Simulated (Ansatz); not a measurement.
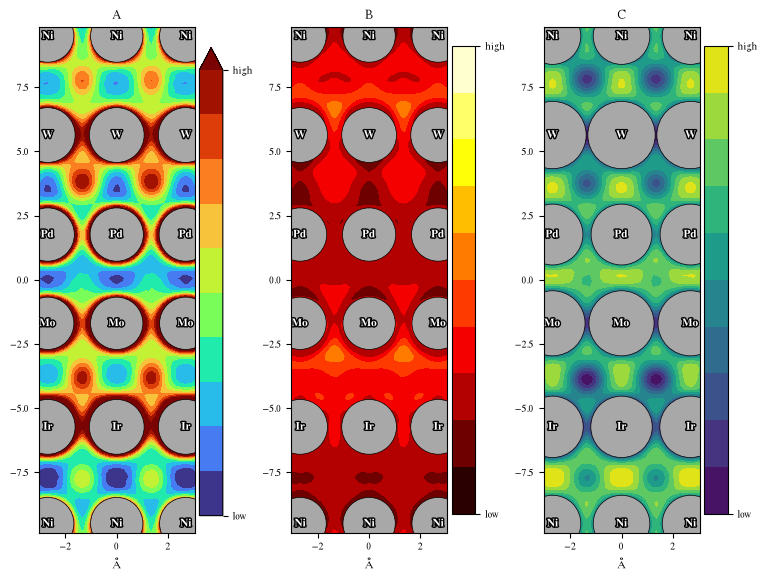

NiMoIrPdW: 3 fields on the (010) plane of the conventional cell, with unlabelled colour scales. Grey discs cover the atomic cores.

Space group I4mm; a structure from a database of computed crystals, not necessarily the ambient phase; a generated structure, not necessarily the stable one; changed on purpose from its base cell (volume × 0.94, shape and atoms relaxed); computed pressure about 17 GPa in this cell; computed without spin polarisation.

These are results of DFT PBE, scalar-relativistic, plane waves, PAW in Ansatz, not measurements.

> Match the panels to the quantities (electron localisation function, electrostatic potential energy of an electron and valence pseudo-density).

Panel A: valence pseudo-density. Panel B: electron localisation function. Panel C: electrostatic potential energy of an electron (low next to the atoms, rising into the space between them). From the grid: Ni–Ni (2.69 Å): ρ is about 0.26 e/Å³ halfway; the ELF is about 0.25 at the midpoint: no localised pair shows between them.
